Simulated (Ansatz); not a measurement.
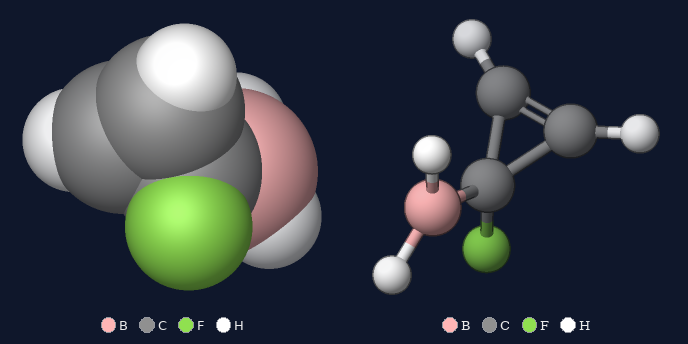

Both panels show the same species.

Computed geometry: PBE0-D4/def2-TZVP optimisation.

Question: What is the molecular formula?

Answer: C₃H₄BF, 9 atoms: 3 carbon, 4 hydrogen, 1 boron and 1 fluorine.

Question: How many bonds of each kind are drawn?

Answer: 3 C–C, 2 B–H, 2 C–H, 1 C–B, 1 C–F.

Question: Does it have rings?

Answer: Independent rings (smallest set): 1 of 3 members.

Question: Give a SMILES string for it.

Answer: BC1(F)C=C1

Question: Which point group does it belong to?

Answer: Cs.

The parts below concern this one geometry. Atoms keep their numbers from picture to picture.

**Shape**

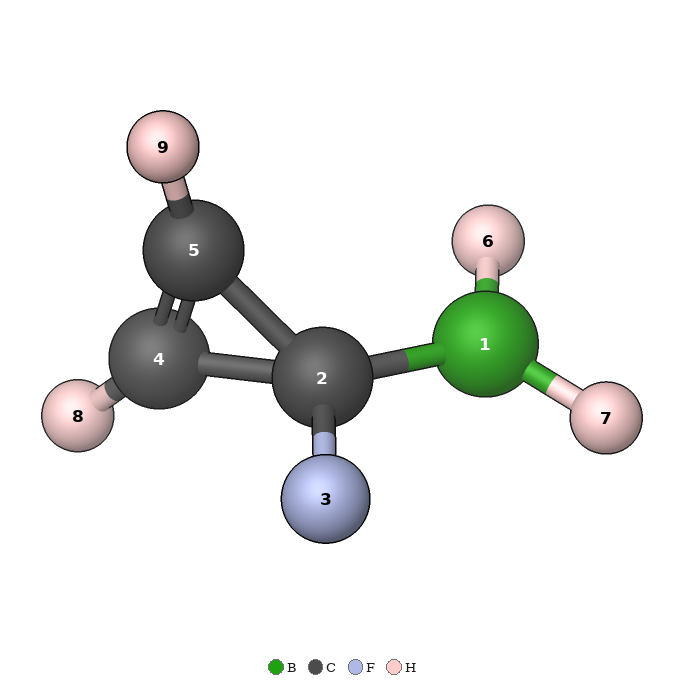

The atoms are numbered.

Give these bond angles: C2–B1–H6, C2–B1–H7, B1–C2–F3, B1–C2–C4, F3–C2–C4, C4–C2–C5, C2–C4–C5, C2–C4–H8, C5–C4–H8.

| angle | degrees |
| --- | --- |
| C2–B1–H6 | 117.8 |
| C2–B1–H7 | 121.4 |
| B1–C2–F3 | 115.6 |
| B1–C2–C4 | 123.8 |
| F3–C2–C4 | 113.7 |
| C4–C2–C5 | 50.7 |
| C2–C4–C5 | 64.7 |
| C2–C4–H8 | 142.7 |
| C5–C4–H8 | 152.4 |

**Levels of theory compared**

Program: Ansatz 0.2.0.

At this fixed geometry, give HOMO–LUMO gap (eV) at these levels: B97M-V/def2-TZVPP; BHLYP-D4/def2-TZVPP; HSE06 (plane-wave form)-D4/def2-TZVPP; PBE-D4/def2-TZVPP; PBE0-D4/def2-SVP; r2SCAN-D4/def2-TZVPP; r2SCAN0-D4/def2-TZVPP; r2SCANh-D4/def2-TZVPP; revPBE-D4/def2-TZVPP; ωB97M-V/def2-TZVPP; ωB97X-V/def2-TZVPP.

| level | HOMO–LUMO gap (eV) |
| --- | --- |
| B97M-V/def2-TZVPP | 4.99 |
| BHLYP-D4/def2-TZVPP | 8.75 |
| HSE06 (plane-wave form)-D4/def2-TZVPP | 5.89 |
| PBE-D4/def2-TZVPP | 4.41 |
| PBE0-D4/def2-SVP | 6.74 |
| r2SCAN-D4/def2-TZVPP | 5.01 |
| r2SCAN0-D4/def2-TZVPP | 7.02 |
| r2SCANh-D4/def2-TZVPP | 5.83 |
| revPBE-D4/def2-TZVPP | 4.45 |
| ωB97M-V/def2-TZVPP | 10.87 |
| ωB97X-V/def2-TZVPP | 11.22 |

**Charges**

The questions are on Mulliken charges. Level of theory: RKS r2SCAN-D4/def2-TZVPP (Ansatz 0.2.0).

List the Mulliken charges.

| atom | value (e) |
| --- | --- |
| B1 | −0.06 |
| C2 | 0.19 |
| F3 | −0.25 |
| C4 | −0.12 |
| C5 | −0.12 |
| H6 | 0.01 |
| H7 | 0.02 |
| H8 | 0.17 |
| H9 | 0.17 |

**Dipole moment**

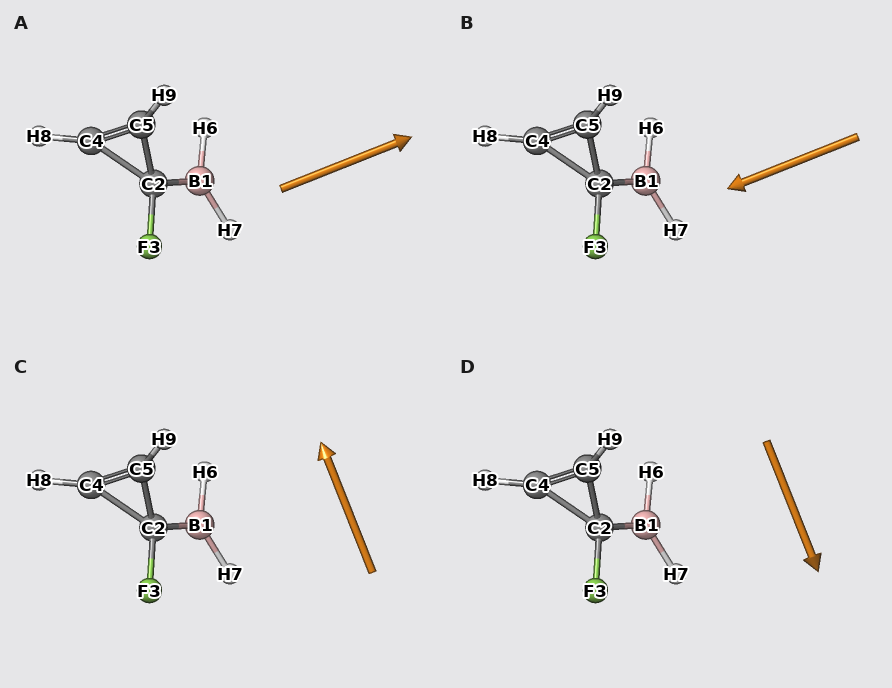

The same molecule four times, each with an arrow. Level of theory: RKS PBE0-D4/def2-TZVP (Ansatz 0.2.0).

Question: Which arrow points along the dipole moment, from the negative to the positive end?

Answer: C. The dipole moment is 2.40 D; it points from the side of H7 to the side of H8, H9 (the outermost atoms at the two ends).

Mulliken values depend strongly on the basis set and can even reverse the polarity of a bond.
